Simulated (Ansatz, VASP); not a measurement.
## Cross-check of HgSb between VASP and Ansatz

One calculation is typed for both programs; each brings its own data sets and cutoff. How far apart do they land? The cell is invented: As first built, before any earlier steps moved the atoms: it takes the MgSb structure with some of its atoms replaced by other elements, volume scaled by an estimate. It may not be a known or stable phase. The cell comes out of the VASP series on this material, whose earlier steps may have relaxed, scaled or displaced it; both programs get it as it stands.

Program: Ansatz 0.2.0. Level of theory: plane waves, with VASP 6.6.1 beside it; band structure at HSE06. Results are calculated unless marked as measured.

**1. The structure**

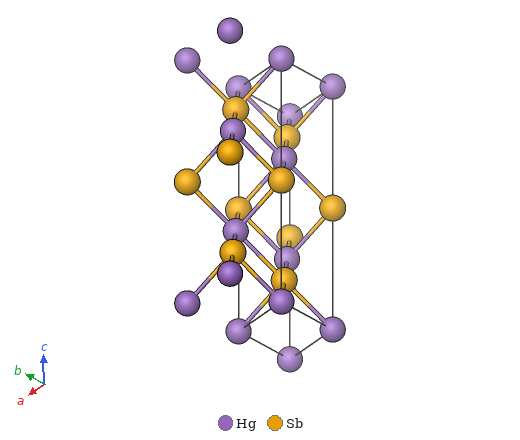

The cell as given, from a free direction (mercury purple, antimony orange). 1×2×1 cells are drawn. This picture shows the conventional cell, with its axes. Bonds to atoms that aren't drawn are left out. Some periodic images of atoms are drawn too.

As a file:

```cif
data_structure
_symmetry_space_group_name_H-M 'R-3m:H'
_symmetry_Int_Tables_number 166
_cell_length_a 4.0470
_cell_length_b 4.0470
_cell_length_c 11.1575
_cell_angle_alpha 90.000
_cell_angle_beta 90.000
_cell_angle_gamma 120.000
_cell_volume 158.26
loop_
_atom_site_label
_atom_site_type_symbol
_atom_site_symmetry_multiplicity
_atom_site_Wyckoff_symbol
_atom_site_fract_x
_atom_site_fract_y
_atom_site_fract_z
_atom_site_occupancy
Hg1 Hg 3 a 0.00000 0.00000 0.00000 1
Sb1 Sb 3 b 0.33333 0.66667 0.16667 1
```

**2. VASP: band structure, HSE06**

Levels along a path test the potential and the projectors away from the mesh points.

Lines of VASP's logs that name or quote its potential files are left out, and so is its time.

File INCAR:

```
SYSTEM = HgSb
PREC = Accurate
ENCUT = 400
EDIFF = 1E-06
NELM = 100
ISMEAR = 0
SIGMA = 0.05
LREAL = .FALSE.
ALGO = Normal
LHFCALC = .TRUE.
AEXX = 0.25
GGA = PE
HFSCREEN = 0.2
LASPH = .TRUE.
PRECFOCK = Fast
LORBIT = 11
LWAVE = .FALSE.
LCHARG = .FALSE.
```

File POSCAR:

```
HgSb
1.0
    2.0235248969      1.1682822931      3.7191830794
   -2.0235248969      1.1682822931      3.7191830794
    0.0000000000     -2.3365645861      3.7191830794
Hg Sb
1 1
Direct
    0.0000000000      0.0000000000      0.0000000000
    0.5000000000      0.5000000000      0.5000000000
```

File KPOINTS:

```
Automatic mesh
0
Gamma
4 4 4
0 0 0
```

File KPOINTS_OPT:

```
Line mode
10
Line-mode
Reciprocal
  0.00000000   0.00000000   0.00000000 GAMMA
  0.50000000   0.00000000   0.00000000 L

  0.50000000   0.00000000   0.00000000 L
  0.50000000   0.23244900  -0.23244900 B1

  0.76755100   0.50000000   0.23244900 B
  0.50000000   0.50000000   0.50000000 Z

  0.50000000   0.50000000   0.50000000 Z
  0.00000000   0.00000000   0.00000000 GAMMA

  0.00000000   0.00000000   0.00000000 GAMMA
  0.36622450   0.00000000  -0.36622450 X

  0.63377550   0.36622450   0.00000000 Q
  0.50000000   0.50000000   0.00000000 F

  0.50000000   0.50000000   0.00000000 F
  0.63377550   0.63377550   0.23244900 P1

  0.63377550   0.63377550   0.23244900 P1
  0.50000000   0.50000000   0.50000000 Z

  0.50000000   0.00000000   0.00000000 L
  0.76755100   0.36622450   0.36622450 P
```

Potentials, in the order of the species: Hg and Sb (PBE family, release 64).

Command:

```
$ mpirun -np 1 vasp_std
```

Numbers of over 12 decimals in the logs are rounded to 6 here.

The log of the run:

```text
[banner, memory and clock lines left out]
running    1 mpi-ranks, on    1 nodes
 distrk:  each k-point on    1 cores,    1 groups
 distr:  one band on    1 cores,    1 groups

 POSCAR found type information on POSCAR HgSb
 POSCAR found :  2 types and       2 ions
 LDA part: xc-table for (Slater+PW92), standard interpolation
 found WAVECAR, reading the header
 POSCAR, INCAR and KPOINTS ok, starting setup
 FFT: planning ... GRIDC
 FFT: planning ... GRID_SOFT
 FFT: planning ... GRID
 reading WAVECAR
 the WAVECAR file was read successfully
 initial charge from wavefunction
 entering main loop
       N       E                     dE             d eps       ncg     rms          rms(c)
DAV:   1    -0.502425945139E+01   -0.50243E+01   -0.18011E+00   312   0.114E+01    0.144E+01
DAV:   2    -0.502675954487E+01   -0.25001E-02   -0.58303E-02   352   0.311E+00    0.938E+00
DAV:   3    -0.502617552937E+01    0.58402E-03   -0.75455E-03   344   0.101E+00    0.580E+00
DAV:   4    -0.502606511144E+01    0.11042E-03   -0.49679E-04   348   0.194E-01    0.346E+00
DAV:   5    -0.502596640985E+01    0.98702E-04   -0.44749E-05   340   0.628E-02    0.206E+00
DAV:   6    -0.502593784813E+01    0.28562E-04   -0.20234E-05   336   0.408E-02    0.123E+00
DAV:   7    -0.502593202750E+01    0.58206E-05   -0.57594E-06   336   0.244E-02    0.731E-01
DAV:   8    -0.502593297607E+01   -0.94857E-06   -0.17312E-06   256   0.146E-02
   1 F= -.50259330E+01 E0= -.50246107E+01  d E =-.264464E-02
 Start KPOINTS_OPT (optional k-point list driver)
k-point batch [1-13\90]
       N       E                     dE             ncg
DAV:   1     0.107705731619E+04   -0.21836E+04      312
DAV:   2    -0.335098525691E+03   -0.14122E+04      324
DAV:   3    -0.412810413143E+03   -0.77712E+02      348
DAV:   4    -0.415562285784E+03   -0.27519E+01      388
DAV:   5    -0.415667191542E+03   -0.10491E+00      356
DAV:   6    -0.415672929815E+03   -0.57383E-02      344
DAV:   7    -0.415673301375E+03   -0.37156E-03      328
DAV:   8    -0.415673328415E+03   -0.27040E-04      272
DAV:   9    -0.415673330519E+03   -0.21038E-05      264
DAV:  10    -0.415673330686E+03   -0.16712E-06      224
[...]
k-point batch [79-90\90]
       N       E                     dE             ncg
DAV:   1     0.134825746063E+04   -0.43766E+04      296
DAV:   2     0.104273398495E+03   -0.12440E+04      312
DAV:   3     0.379156520356E+02   -0.66358E+02      316
DAV:   4     0.355023445344E+02   -0.24133E+01      348
DAV:   5     0.354027100584E+02   -0.99634E-01      320
DAV:   6     0.353980530399E+02   -0.46570E-02      320
DAV:   7     0.353977411485E+02   -0.31189E-03      296
DAV:   8     0.353977178227E+02   -0.23326E-04      240
DAV:   9     0.353977158597E+02   -0.19630E-05      224
DAV:  10     0.353977157020E+02   -0.15774E-06      212
```

Parts of OUTCAR (step 2):

```text
ion  position               nearest neighbor table
   1  0.000  0.000  0.000-   2 2.99   2 2.99   2 2.99   2 2.99   2 2.99   2 2.99
   2  0.500  0.500  0.500-   1 2.99   1 2.99   1 2.99   1 2.99   1 2.99   1 2.99

  LATTYP: Found a trigonal (rhomboedric) cell.
 ALAT       =     4.3922499135
 COS(alpha) =     0.5755045748

 Subroutine GETGRP returns: Found 12 space group operations
 (whereof 12 operations were pure point group operations)

The static configuration has the point symmetry D_3d.

 Found     13 irreducible k-points:

   k-points           NKPTS =     13   k-points in BZ     NKDIM =     64   number of bands    NBANDS=     12

   dimension x,y,z NGX =    30 NGY =   30 NGZ =   30
   dimension x,y,z NGXF=    60 NGYF=   60 NGZF=   60

   ENCUT  =  400.0 eV  29.40 Ry    5.42 a.u.   7.16  7.16  7.16*2*pi/ulx,y,z

   NELECT =      17.0000    total number of electrons

 k-points in reciprocal lattice and weights: Automatic mesh
   0.00000000  0.00000000  0.00000000       0.016
   0.25000000  0.00000000  0.00000000       0.094
   0.50000000  0.00000000  0.00000000       0.047
   0.25000000  0.25000000  0.00000000       0.094
   0.50000000  0.25000000  0.00000000       0.188
  -0.25000000  0.25000000  0.00000000       0.094
   0.50000000  0.50000000  0.00000000       0.047
   0.25000000  0.25000000  0.25000000       0.031
   0.50000000  0.25000000  0.25000000       0.094
  -0.25000000  0.25000000  0.25000000       0.094
   0.50000000  0.50000000  0.25000000       0.094
  -0.25000000  0.50000000  0.25000000       0.094
   0.50000000  0.50000000  0.50000000       0.016

  exchange ACFDT corr.  =         0.00000000  see jH, gK, PRB 81, 115126

 average (electrostatic) potential at core
       1 -33.2741       2 -83.7803

 E-fermi :   5.2883

 k-point     1 :       0.0000    0.0000    0.0000
  band No.  band energies     occupation
    ...
      3      -3.5249      2.00000
      4      -3.5249      2.00000
      5      -3.4459      2.00000
      6      -3.4459      2.00000
      7       4.3857      2.00000
      8       5.8904      0.00000
      9       6.1087      0.00000
     10       6.1087      0.00000
     11      12.6792      0.00000
     12      13.5462      0.00000

 k-point     2 :       0.2500    0.0000    0.0000
  band No.  band energies     occupation
    ...
      4      -3.5401      2.00000
      5      -3.4412      2.00000
      6      -3.3536      2.00000
      7       1.3539      2.00000
      8       5.2883      1.00000
      9       6.3306      0.00000
     10       8.4919      0.00000
     11      10.6401      0.00000
     12      11.0744      0.00000

 k-point     3 :       0.5000    0.0000    0.0000
  band No.  band energies     occupation
    ...
      3      -3.9023      2.00000
      4      -3.8034      2.00000
      5      -3.3555      2.00000
      6      -3.2180      2.00000
      7      -1.3884      2.00000
      8       6.3953      0.00000
      9       6.7400      0.00000
     10       7.8982      0.00000
     11       9.1266      0.00000
     12       9.6519      0.00000

  energy-cutoff  :      400.00
  volume of cell :       52.75
      direct lattice vectors                 reciprocal lattice vectors
     2.023524897  1.168282293  3.719183079     0.247093575  0.142659585  0.089625417
    -2.023524897  1.168282293  3.719183079    -0.247093575  0.142659585  0.089625417
     0.000000000 -2.336564586  3.719183079     0.000000000 -0.285319169  0.089625417

 POSITION                                       TOTAL-FORCE (eV/Angst)
 -----------------------------------------------------------------------------------
      0.00000      0.00000      0.00000         0.000000     -0.000000      0.000000
      0.00000      0.00000      5.57877        -0.000000      0.000000      0.000000
 -----------------------------------------------------------------------------------
    total drift:                               -0.000004      0.000002     -0.000011

  FREE ENERGIE OF THE ION-ELECTRON SYSTEM (eV)
  ---------------------------------------------------
  free  energy   TOTEN  =        -5.0259329761 eV

  energy  without entropy=       -5.0232883374  energy(sigma->0) =       -5.02461066

 total charge
# of ion       s       p       d       tot
------------------------------------------
    1        0.776   0.392   9.328  10.496
    2        1.224   1.290   0.029   2.544
--------------------------------------------------
tot          2.000   1.683   9.357  13.040

[... 3 further parts left out ...]
```

(Part 1 of 2 ends here.)

[Lines on the potential files, build, host, timing and source positions are cut from VASP's logs without a mark.]

[Logs are printed without paths, hosts, clocks, repeated set-up lines and the standing remarks that a program may print on its own settings, such as how far it seeks lower states.]

[Hosts, paths, dates, database ids (printed as entryN), source tags and the programs' standing remarks are cut or masked in the printed files.]
